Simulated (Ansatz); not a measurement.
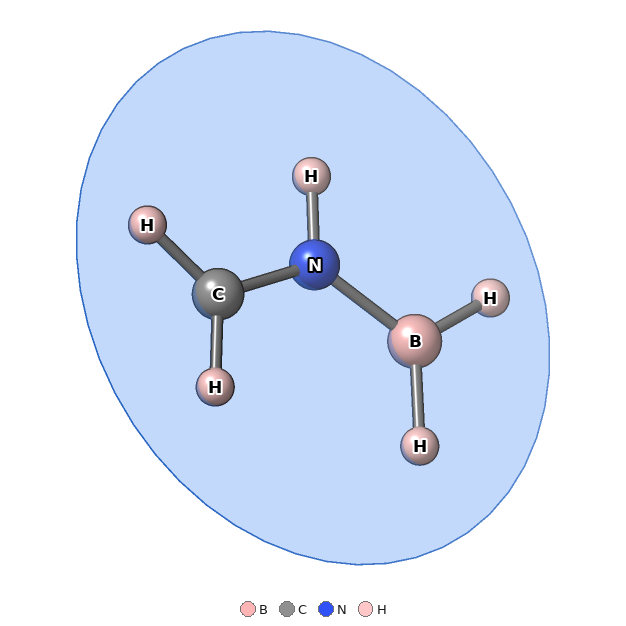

All proper rotation axes (lines) and mirror planes (discs) of the structure are drawn in. Depth is shown by fading: the farther an atom, the more it takes the colour of the background. Charge 0, doublet. The geometry was computed by an optimisation with PBE0-D4/def2-TZVP. No frequency run is at hand to confirm it as a minimum.

Name the symmetry elements and the point group.

It has 1 mirror plane. Point group Cs. The group has 2 operations. The geometry is achiral, and symmetry allows a dipole moment.
